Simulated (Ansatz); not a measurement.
**AlCu: a line through a two-coordinate scan**

How does the energy of AlCu (Pm-3m, No. 221; 2 atoms in the cell) vary with equal normal strain along x, y and z, at amplitude of mode 4 (253 cm⁻¹) = 0.000 Å?

Program: Ansatz 0.2.0. Level of theory: DFT PBEsol, scalar-relativistic, plane waves, PAW. These are calculated values, not measurements.

### 1 The system as given

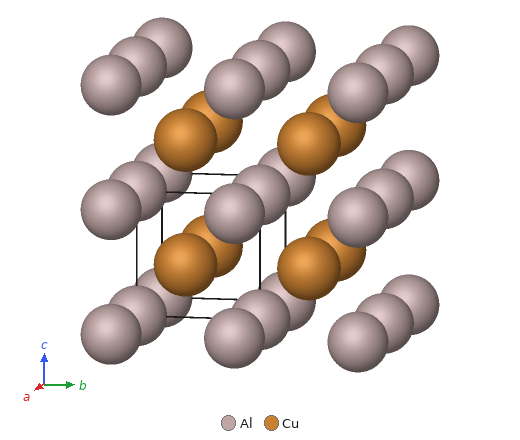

Start, viewed slightly off an axis; aluminium light grey, copper orange. 2×2×2 cells are drawn. Atoms on the faces are drawn again on the opposite ones.

Structure file:

```
CELL_PARAMETERS angstrom
2.95600 0.00000 0.00000
0.00000 2.95600 0.00000
0.00000 0.00000 2.95600
ATOMIC_POSITIONS crystal
Al 0.00000 0.00000 0.00000
Cu 0.50000 0.50000 0.50000
```

It goes back to an entry of the Materials Project, which need not be the stable form.

This cell was relaxed beforehand with the same method: volume 12.91 Å³/atom, gap on the mesh none (metal).

### 2 Plan of the line

The energy is mapped over a normal mode and a strain (zone-centre modes of the cell shown) (x along [1 0 0], y along [0 1 0], z along [0 0 1] of the conventional cell).

The axes are (1) amplitude of mode 4 (253 cm⁻¹), largest displacement in the unstrained cell: 7 values from −0.115 Å; (2) equal normal strain along x, y and z: 7 values from −2.50 %.

Nothing else is relaxed (the pattern is fixed in fractional coordinates). Energies count from the relaxed high-symmetry cell. Points are written as (first, second).

The modes come from a phonon run on the reference cell, made beforehand.

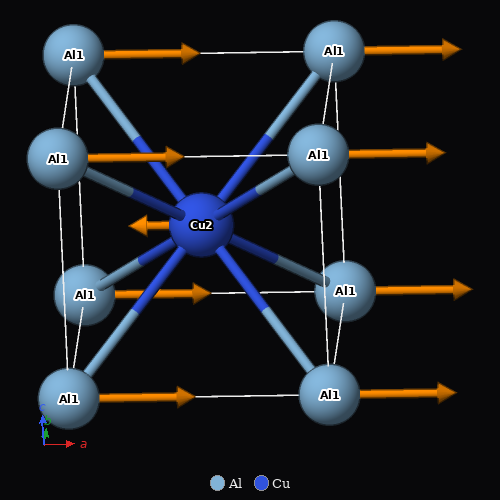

The reference structure; orange arrows give the pattern of the mode.

Displacement patterns for an amplitude of 1 (Å):

| atom | x1 | y1 | z1 |
| --- | --- | --- | --- |
| Al1 | 1.000 | 0.000 | 0.000 |
| Cu2 | -0.425 | 0.000 | 0.000 |

### 3 Point (0.000 Å, −2.50 %)

File input.yaml:

```yaml
crystal:
  lattice:
    - [2.8820961788, 0.0, 0.0]
    - [0.0, 2.8820961788, 0.0]
    - [0.0, 0.0, 2.8820961788]
  atoms:
    - { symbol: Al, position: [0.0, 0.0, 0.0] }
    - { symbol: Cu, position: [0.5, 0.5, 0.5] }
basis:
  ecutwfc: 520.0
kpoints:
  mp_grid: { grid: [16, 16, 16] }
hamiltonian:
  xc: pbesol
  pseudopotentials: { kind: paw, azcp: { folder: soft_1 } }
scf:
  occupations: { method: gaussian, width: 0.15 }
output:
  forces: true
  stress: true
  eigenvalues: true
```

Run with:

```bash
ansatz run input.yaml --threads 1 --pin off --max-ram 2048MiB --backend cpu --events-out ev --progress --plain --runs-dir out
```

Log (excerpt; [...] marks lines left out):

```text
Warning: <dir> the record states the generating functional pbe (its physics header spells it `PBE`), which answers neither for hamiltonian.xc's functional nor for the pbesol family's — results may be inconsistent (PPs are generated against a specific XC)
[...]
Warning: RAYON_NUM_THREADS=1 ignored (pool sized by the plan → 1); use --threads N
[...]
Pseudopotentials: kind: paw
Pseudopotential: Al, paw, valence charge 3, recommended cutoff 420 eV (normal), <dir>
Pseudopotential: Cu, paw, valence charge 19, recommended cutoff 420 eV (normal), <dir>
Functional definition: PBEsol
[...]
Crystal: 2 atoms, lattice volume = 23.940 Å³
Basis set: ecut = 520 eV, 619 PW (Γ), exchange–correlation on 48×48×48 points (8 copies of the dense FFT grid, shifted against one another)
Bands: 15, of which v1, the nominal top of the filled ones, is band 11 counted from 1 (10 counted from 0)
Symmetry: 48 space group operations
Space group: Pm-3m (ITA 221), of the structure as read, at distance tolerance 2.9e-5 Å
k-points: 165 of 4096
[...]
SCF iter   1: F=—  HF=-7116.373757 eV  |F-HF|=—  |Δ(HF+E_count)|=         —  Δρ=3.59e-1  dr2=2.06e1  ethr=3.10e-3  ⟨swp⟩=4.1  Hψ=11101  notcnv=0
[...]
SCF iter   9: F=-7113.586024 eV  HF=-7113.586024 eV  |F-HF|=4.37e-11  |Δ(HF+E_count)|=   1.07e-8  Δρ=6.04e-7  dr2=7.61e-11  ethr=3.19e-10  ⟨swp⟩=2.2  Hψ=8216  notcnv=0
[...]
SCF converged after 9 iterations
Free energy (F): -7113.586024 eV
[...]
E sigma→0 (E₀):  -7113.583054 eV
Entropy (-TS):   -0.005939 eV (-2.970 meV/atom)
Fermi energy:    14.848908 eV
[...]
--- Forces (eV/Å), atoms counted from 1 ---
  atom   1  Al    -0.00000000     0.00000000    -0.00000000
  atom   2  Cu     0.00000000    -0.00000000     0.00000000
[...]
--- Stress (GPa, compression-positive) ---
       11.636962       0.000000      -0.000000
        0.000000      11.636962       0.000000
        0.000000       0.000000      11.636962
  P = ⅓ Tr σ = 11.6370 GPa (116.370 kbar)
--- Band table (eV; the first three rows and the last of 165) ---
  k-point 0: bands = ["-99.3508", "-56.8594", "-56.8594", "-56.8594", "2.2949", "9.2464", "9.2464", "10.5059", "10.5059", "10.5059", "18.8869", "18.8869", "18.8869", "21.2544", "21.2544"]
[...]
```

Wall time 9.6 s (1 thread of Arm Neoverse N1, shared host); peak memory 0.34 GiB.

On the map this point reads 64 meV.

### 4 Grid point (0.000 Å, −1.67 %)

input.yaml, as its differences from that of step 3:

```diff
@@ -2,5 +2,5 @@
   lattice:
-    - [2.8820961788, 0.0, 0.0]
-    - [0.0, 2.8820961788, 0.0]
-    - [0.0, 0.0, 2.8820961788]
+    - [2.9066309463, 0.0, 0.0]
+    - [0.0, 2.9066309463, 0.0]
+    - [0.0, 0.0, 2.9066309463]
   atoms:
```

Run with:

```bash
ansatz run input.yaml --threads 1 --pin off --max-ram 2048MiB --backend cpu --events-out ev --progress --plain --runs-dir out
```

Log (excerpt; [...] marks lines left out):

```text
[...]
SCF converged after 9 iterations
Free energy (F): -7113.622311 eV
[...]
E sigma→0 (E₀):  -7113.619227 eV
Entropy (-TS):   -0.006169 eV (-3.085 meV/atom)
Fermi energy:    14.384685 eV
[...]
--- Forces (eV/Å), atoms counted from 1 ---
  atom   1  Al    -0.00000000     0.00000000     0.00000000
  atom   2  Cu     0.00000000     0.00000000     0.00000000
[...]
--- Stress (GPa, compression-positive) ---
        7.317628       0.000000       0.000000
        0.000000       7.317628       0.000000
        0.000000       0.000000       7.317628
  P = ⅓ Tr σ = 7.3176 GPa (73.176 kbar)
--- Band table (eV; the first three rows and the last of 165) ---
  k-point 0: bands = ["-99.6988", "-57.2081", "-57.2081", "-57.2081", "2.0614", "8.9456", "8.9456", "10.1507", "10.1507", "10.1507", "18.3651", "18.3651", "18.3651", "20.7631", "20.7631"]
[...]
```

It took 12 s on 1 thread of Arm Neoverse N1, shared host; peak memory 0.35 GiB.

On the map this point reads 28 meV.

### 5 Variant: xc lda, ecutwfc left out

input.yaml, as its differences from that of step 4:

```diff
@@ -8,4 +8,2 @@
     - { symbol: Cu, position: [0.5, 0.5, 0.5] }
-basis:
-  ecutwfc: 520.0
 kpoints:
@@ -13,3 +11,3 @@
 hamiltonian:
-  xc: pbesol
+  xc: lda
   pseudopotentials: { kind: paw, azcp: { folder: soft_1 } }
@@ -19,3 +17,3 @@
   forces: true
+  eigenvalues: true
   stress: true
-  eigenvalues: true
```

Run with:

```bash
ansatz run input.yaml --threads 1 --pin off --max-ram 2048MiB --backend cpu --events-out ev --progress --plain --runs-dir out
```

Log (excerpt; [...] marks lines left out):

```text
Warning: <dir> the record states the generating functional pbe (its physics header spells it `PBE`), which answers neither for hamiltonian.xc's functional nor for the lda family's — results may be inconsistent (PPs are generated against a specific XC)
[...]
Warning: RAYON_NUM_THREADS=1 ignored (pool sized by the plan → 1); use --threads N
[...]
[... 3 set-up lines as earlier in the session ...]
Functional definition: SPW92
[...]
Crystal: 2 atoms, lattice volume = 24.557 Å³
Basis set: ecut = 420 eV, 461 PW (Γ)
Bands: 15, of which v1, the nominal top of the filled ones, is band 11 counted from 1 (10 counted from 0)
[... 2 set-up lines as earlier in the session ...]
k-points: 165 of 4096
[...]
SCF iter   1: F=—  HF=-7071.661617 eV  |F-HF|=—  |Δ(HF+E_count)|=         —  Δρ=3.51e-1  dr2=2.01e1  ethr=3.10e-3  ⟨swp⟩=4.1  Hψ=11080  notcnv=0
[...]
SCF iter   9: F=-7068.929796 eV  HF=-7068.929796 eV  |F-HF|=3.38e-10  |Δ(HF+E_count)|=   3.53e-9  Δρ=1.02e-6  dr2=3.86e-10  ethr=2.20e-10  ⟨swp⟩=2.0  Hψ=7422  notcnv=0
[...]
SCF converged after 9 iterations
Free energy (F): -7068.929796 eV
[...]
E sigma→0 (E₀):  -7068.926738 eV
Entropy (-TS):   -0.006117 eV (-3.059 meV/atom)
Fermi energy:    14.169943 eV
[...]
--- Forces (eV/Å), atoms counted from 1 ---
  atom   1  Al    -0.00000000     0.00000000     0.00000000
  atom   2  Cu     0.00000000    -0.00000000    -0.00000000
[...]
--- Stress (GPa, compression-positive) ---
        2.550057       0.000000       0.000000
        0.000000       2.550057       0.000000
        0.000000       0.000000       2.550057
  P = ⅓ Tr σ = 2.5501 GPa (25.501 kbar)
--- Band table (eV; the first three rows and the last of 165) ---
  k-point 0: bands = ["-99.4021", "-57.2040", "-57.2040", "-57.2040", "1.8920", "8.7130", "8.7130", "9.8956", "9.8956", "9.8956", "18.1375", "18.1375", "18.1375", "20.6334", "20.6334"]
[...]
```

Run time: 6.8 s. Hardware: 1 thread of Arm Neoverse N1, shared host; peak memory 0.32 GiB.

| run | ending | energy change | pressure (GPa) | gap (eV) | force (eV/Å) | cycles | time |
| --- | --- | --- | --- | --- | --- | --- | --- |
| step 4 | converged | - | 7.3 | 0.00 | 0.00 | 9 | 12 s |
| variant | converged | not comparable | 2.6 | 0.00 | 0.00 | 9 | 6.8 s |

Total energies don't compare across a change of functional; the pressure goes from 7.3 to 2.6 GPa. The cutoff changed too. Cost: 6.8 s against 12 s.

### 6 The run at (0.000 Å, −0.83 %)

input.yaml, as its differences from that of step 4:

```diff
@@ -2,5 +2,5 @@
   lattice:
-    - [2.9066309463, 0.0, 0.0]
-    - [0.0, 2.9066309463, 0.0]
-    - [0.0, 0.0, 2.9066309463]
+    - [2.9314613133, 0.0, 0.0]
+    - [0.0, 2.9314613133, 0.0]
+    - [0.0, 0.0, 2.9314613133]
   atoms:
@@ -21 +21,5 @@
   eigenvalues: true
+  write_density: true
+  write_potential: true
+  elf: true
+  volumetric_format: npy
```

Run with:

```bash
ansatz run input.yaml --threads 1 --pin off --max-ram 2048MiB --backend cpu --events-out ev --progress --plain --runs-dir out
```

Log (excerpt; [...] marks lines left out):

```text
Warning: <dir> the record states the generating functional pbe (its physics header spells it `PBE`), which answers neither for hamiltonian.xc's functional nor for the pbesol family's — results may be inconsistent (PPs are generated against a specific XC)
[...]
Warning: RAYON_NUM_THREADS=1 ignored (pool sized by the plan → 1); use --threads N
[...]
[... 4 set-up lines as earlier in the session ...]
[...]
Crystal: 2 atoms, lattice volume = 25.191 Å³
Basis set: ecut = 520 eV, 691 PW (Γ), exchange–correlation on 48×48×48 points (8 copies of the dense FFT grid, shifted against one another)
Bands: 15, of which v1, the nominal top of the filled ones, is band 11 counted from 1 (10 counted from 0)
[... 2 set-up lines as earlier in the session ...]
k-points: 165 of 4096
[...]
SCF iter   1: F=—  HF=-7116.318043 eV  |F-HF|=—  |Δ(HF+E_count)|=         —  Δρ=3.47e-1  dr2=2.04e1  ethr=3.10e-3  ⟨swp⟩=4.1  Hψ=11087  notcnv=0
[...]
SCF iter   9: F=-7113.643438 eV  HF=-7113.643438 eV  |F-HF|=6.18e-10  |Δ(HF+E_count)|=   2.35e-9  Δρ=1.46e-6  dr2=7.96e-10  ethr=3.50e-10  ⟨swp⟩=5.1  Hψ=12941  notcnv=0
[...]
SCF converged after 9 iterations
Free energy (F): -7113.643438 eV
[...]
E sigma→0 (E₀):  -7113.640284 eV
Entropy (-TS):   -0.006308 eV (-3.154 meV/atom)
Fermi energy:    13.926953 eV
[...]
--- Forces (eV/Å), atoms counted from 1 ---
  atom   1  Al    -0.00000000    -0.00000000     0.00000000
  atom   2  Cu     0.00000000    -0.00000000     0.00000000
[...]
--- Stress (GPa, compression-positive) ---
        3.437576       0.000000       0.000000
        0.000000       3.437576       0.000000
        0.000000       0.000000       3.437576
  P = ⅓ Tr σ = 3.4376 GPa (34.376 kbar)
--- Band table (eV; the first three rows and the last of 165) ---
  k-point 0: bands = ["-100.0398", "-57.5499", "-57.5499", "-57.5499", "1.8340", "8.6496", "8.6496", "9.8025", "9.8025", "9.8025", "17.8538", "17.8538", "17.8538", "20.2808", "20.2808"]
[...]
```

It took 13 s on 1 thread of Arm Neoverse N1, shared host; peak memory 0.35 GiB.

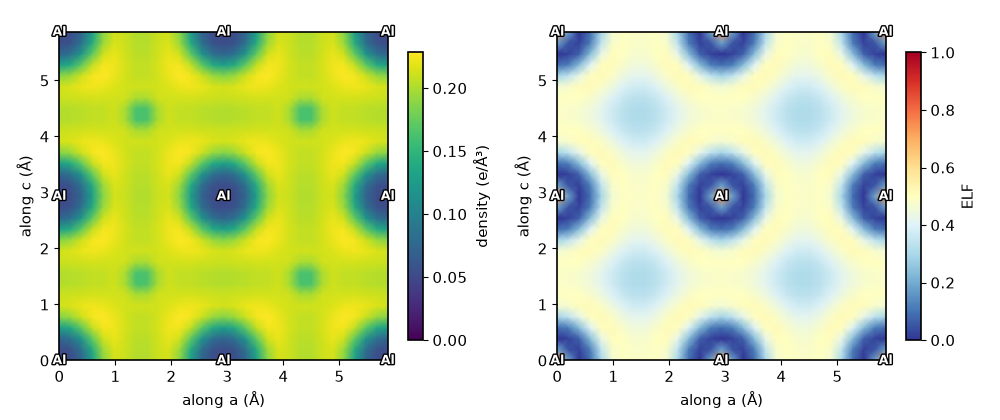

Density (left) and ELF (right) in a lattice plane of the grid's cell (edges 2.93 and 2.93 Å, at 0.000 of the third edge), which holds Al. Only atoms in the plane are labelled. Both are smooth fields of the valence electrons: close to the nuclei they are not physical.

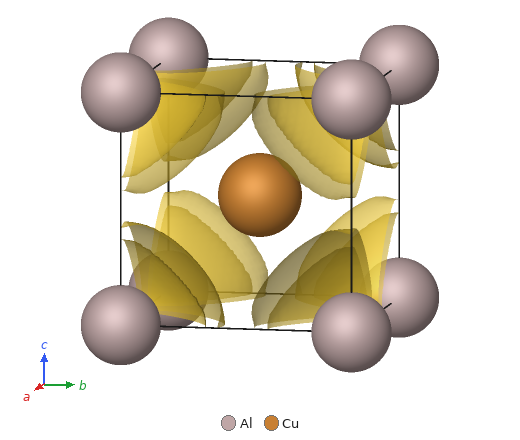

Surface of ELF = 0.49, drawn in one cell.

The highest ELF values outside the cores: 0.55 on the Al–Cu line, 1.0 Å from Al.

On the map this point reads 7 meV.

### 7 Grid point (0.000 Å, 0.83 %)

input.yaml, as its differences from that of step 6:

```diff
@@ -2,5 +2,5 @@
   lattice:
-    - [2.9314613133, 0.0, 0.0]
-    - [0.0, 2.9314613133, 0.0]
-    - [0.0, 0.0, 2.9314613133]
+    - [2.9805308483, 0.0, 0.0]
+    - [0.0, 2.9805308483, 0.0]
+    - [0.0, 0.0, 2.9805308483]
   atoms:
@@ -21,5 +21 @@
   eigenvalues: true
-  write_density: true
-  write_potential: true
-  elf: true
-  volumetric_format: npy
```

Run with:

```bash
ansatz run input.yaml --threads 1 --pin off --max-ram 2048MiB --backend cpu --events-out ev --progress --plain --runs-dir out
```

Log (excerpt; [...] marks lines left out):

```text
[...]
SCF converged after 9 iterations
Free energy (F): -7113.644120 eV
[...]
E sigma→0 (E₀):  -7113.640878 eV
Entropy (-TS):   -0.006483 eV (-3.241 meV/atom)
Fermi energy:    13.053633 eV
[...]
--- Forces (eV/Å), atoms counted from 1 ---
  atom   1  Al    -0.00000000     0.00000000    -0.00000000
  atom   2  Cu     0.00000000     0.00000000    -0.00000000
[...]
--- Stress (GPa, compression-positive) ---
       -2.972092       0.000000       0.000000
        0.000000      -2.972092       0.000000
        0.000000       0.000000      -2.972092
  P = ⅓ Tr σ = -2.9721 GPa (-29.721 kbar)
--- Band table (eV; the first three rows and the last of 165) ---
  k-point 0: bands = ["-100.6827", "-58.1946", "-58.1946", "-58.1946", "1.4097", "8.0885", "8.0885", "9.1453", "9.1453", "9.1453", "16.8903", "16.8903", "16.8903", "19.3697", "19.3697"]
[...]
```

Wall time 10 s (1 thread of Arm Neoverse N1, shared host); peak memory 0.35 GiB.

Energy on the map's scale: 6 meV.

### 8 The run at (0.000 Å, 1.67 %)

input.yaml, as its differences from that of step 7:

```diff
@@ -2,5 +2,5 @@
   lattice:
-    - [2.9805308483, 0.0, 0.0]
-    - [0.0, 2.9805308483, 0.0]
-    - [0.0, 0.0, 2.9805308483]
+    - [3.0053612153, 0.0, 0.0]
+    - [0.0, 3.0053612153, 0.0]
+    - [0.0, 0.0, 3.0053612153]
   atoms:
```

Run with:

```bash
ansatz run input.yaml --threads 1 --pin off --max-ram 2048MiB --backend cpu --events-out ev --progress --plain --runs-dir out
```

Log (excerpt; [...] marks lines left out):

```text
[...]
SCF converged after 9 iterations
Free energy (F): -7113.626015 eV
[...]
E sigma→0 (E₀):  -7113.622649 eV
Entropy (-TS):   -0.006732 eV (-3.366 meV/atom)
Fermi energy:    12.627444 eV
[...]
--- Forces (eV/Å), atoms counted from 1 ---
  atom   1  Al    -0.00000000     0.00000000    -0.00000000
  atom   2  Cu     0.00000000     0.00000000     0.00000000
[...]
--- Stress (GPa, compression-positive) ---
       -5.654833       0.000000       0.000000
        0.000000      -5.654833       0.000000
        0.000000       0.000000      -5.654833
  P = ⅓ Tr σ = -5.6548 GPa (-56.548 kbar)
--- Band table (eV; the first three rows and the last of 165) ---
  k-point 0: bands = ["-100.9931", "-58.5059", "-58.5059", "-58.5059", "1.2068", "7.8161", "7.8161", "8.8279", "8.8279", "8.8279", "16.4252", "16.4252", "16.4252", "18.9290", "18.9290"]
[...]
```

It took 9.2 s on 1 thread of Arm Neoverse N1, shared host; peak memory 0.35 GiB.

On the map this point reads 24 meV.

### 9 The run at (0.000 Å, 2.50 %)

input.yaml, as its differences from that of step 8:

```diff
@@ -2,5 +2,5 @@
   lattice:
-    - [3.0053612153, 0.0, 0.0]
-    - [0.0, 3.0053612153, 0.0]
-    - [0.0, 0.0, 3.0053612153]
+    - [3.0298959828, 0.0, 0.0]
+    - [0.0, 3.0298959828, 0.0]
+    - [0.0, 0.0, 3.0298959828]
   atoms:
```

Run with:

```bash
ansatz run input.yaml --threads 1 --pin off --max-ram 2048MiB --backend cpu --events-out ev --progress --plain --runs-dir out
```

Log (excerpt; [...] marks lines left out):

```text
Warning: <dir> the record states the generating functional pbe (its physics header spells it `PBE`), which answers neither for hamiltonian.xc's functional nor for the pbesol family's — results may be inconsistent (PPs are generated against a specific XC)
[...]
Warning: RAYON_NUM_THREADS=1 ignored (pool sized by the plan → 1); use --threads N
[...]
[... 4 set-up lines as earlier in the session ...]
[...]
Crystal: 2 atoms, lattice volume = 27.815 Å³
Basis set: ecut = 520 eV, 739 PW (Γ), exchange–correlation on 48×48×48 points (8 copies of the dense FFT grid, shifted against one another)
Bands: 15, of which v1, the nominal top of the filled ones, is band 11 counted from 1 (10 counted from 0)
[... 1 set-up line as earlier in the session ...]
Space group: Pm-3m (ITA 221), of the structure as read, at distance tolerance 3.0e-5 Å
k-points: 165 of 4096
[...]
SCF iter   1: F=—  HF=-7116.044061 eV  |F-HF|=—  |Δ(HF+E_count)|=         —  Δρ=3.24e-1  dr2=2.00e1  ethr=3.10e-3  ⟨swp⟩=4.1  Hψ=11090  notcnv=0
[...]
SCF iter   9: F=-7113.597384 eV  HF=-7113.597384 eV  |F-HF|=1.94e-9  |Δ(HF+E_count)|=   2.13e-8  Δρ=3.29e-6  dr2=2.16e-9  ethr=4.55e-10  ⟨swp⟩=5.0  Hψ=9653  notcnv=0
[...]
SCF converged after 9 iterations
Free energy (F): -7113.597384 eV
[...]
E sigma→0 (E₀):  -7113.593818 eV
Entropy (-TS):   -0.007132 eV (-3.566 meV/atom)
Fermi energy:    12.217402 eV
[...]
--- Forces (eV/Å), atoms counted from 1 ---
  atom   1  Al    -0.00000000    -0.00000000    -0.00000000
  atom   2  Cu     0.00000000     0.00000000    -0.00000000
[...]
--- Stress (GPa, compression-positive) ---
       -7.973552       0.000000       0.000000
        0.000000      -7.973552       0.000000
        0.000000       0.000000      -7.973552
  P = ⅓ Tr σ = -7.9736 GPa (-79.736 kbar)
--- Band table (eV; the first three rows and the last of 165) ---
  k-point 0: bands = ["-101.2901", "-58.8039", "-58.8039", "-58.8039", "1.0136", "7.5544", "7.5544", "8.5237", "8.5237", "8.5237", "15.9798", "15.9798", "15.9798", "18.5062", "18.5062"]
[...]
```

Wall time 9.6 s (1 thread of Arm Neoverse N1, shared host); peak memory 0.35 GiB.

On the map this point reads 53 meV.

### 10 What came out

```
equal normal strain along x, y and z (%)  step  energy (meV)  slope (meV per %)  pressure (GPa)
                                   −2.50     3            64                −54            11.6
                                   −1.67     4            28                −34             7.3
                                   −0.83     6             7                −16             3.4
                                    0.00     –             0                  0             0.0
                                    0.83     7             6                 15            −3.0
                                    1.67     8            24                 28            −5.7
                                    2.50     9            53                 41            −8.0
```

Energies count from the relaxed high-symmetry cell. Rows without a step come from runs not printed here or follow by symmetry. Slopes come from the forces (and the stress, where the cell changes), not from differences of energies.

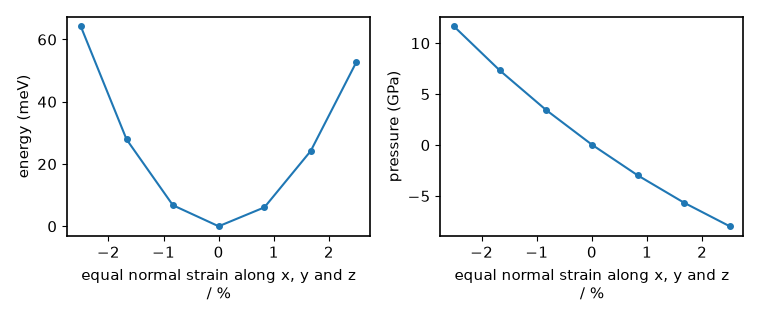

Energy and pressure along the line.

| run | outcome |
| --- | --- |
| step 5, run with xc lda, ecutwfc left out (against step 4) | converged; the pressure goes from 7.3 to 2.6 GPa |

What this shows: Along the line the energy is lowest at 0.00 %, 0 meV from the zero. A fit to energies and slopes at the lowest point and its two neighbours puts the minimum at 0.008 %, with a curvature of about 19 meV per %². The highest point computed, at −2.50 %, lies 64 meV above the lowest. This is one cut through a surface in two coordinates; it holds the lowest point sampled, which need not be a minimum. A rigid map gives upper bounds: relaxing the other coordinates can only lower a point.
